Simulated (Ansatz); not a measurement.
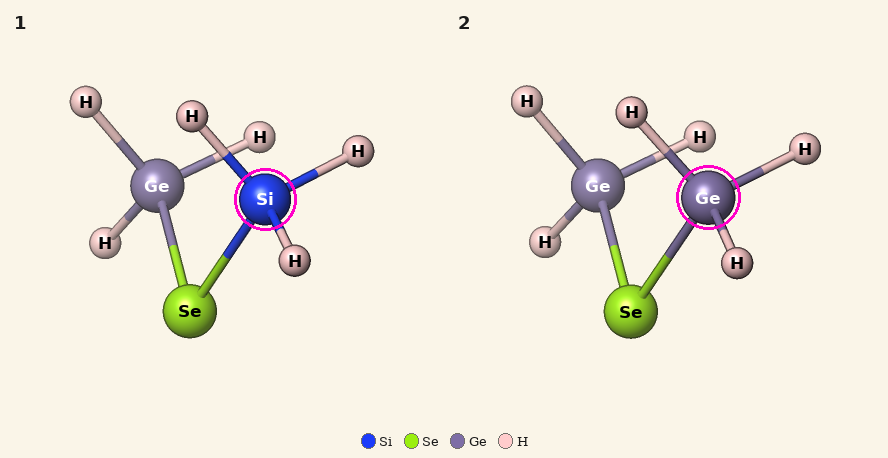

2 molecules with one skeleton, seen from the same side and at one scale; the atom that differs is circled. Each species is neutral and a spin singlet. Computed geometries: PBE0-D4/def2-TZVP optimisations, one conformation each. Properties computed with Ansatz 0.2.0.

One atom differs, called X below: Si in panel 1, Ge in panel 2. Their formulas are GeH6SeSi (`[SiH3][Se][GeH3]`), Ge2H6Se (`[GeH3][Se][GeH3]`).

### In which is the length of X–Se larger (PBE0-D4/def2-TZVP)?

In panel 2 (X = Ge).

### In which is the dipole moment larger (B3LYP-D4/def2-TZVPP)?

In panel 2 (X = Ge).

Give the values. With PBE0-D4/def2-TZVP: mean length of X–H (Å), length of X–Se (Å), mean angle Se–X–H (°). With ωB97M-V/def2-SVP: HOMO energy (Kohn–Sham orbital) (eV), HOMO–LUMO gap (eV). With B3LYP-D4/def2-TZVPP: dipole moment (D).

```
                            quantity  1 (Si)  2 (Ge)   2 − 1
              mean length of X–H (Å)   1.485   1.536  +0.051
                  length of X–Se (Å)   2.273   2.354  +0.081
               mean angle Se–X–H (°)   109.5   108.7    −0.8
HOMO energy (Kohn–Sham orbital) (eV)   −8.99   −8.86   +0.13
                  HOMO–LUMO gap (eV)   10.67   10.54   −0.13
                   dipole moment (D)    1.01    1.08   +0.07
```
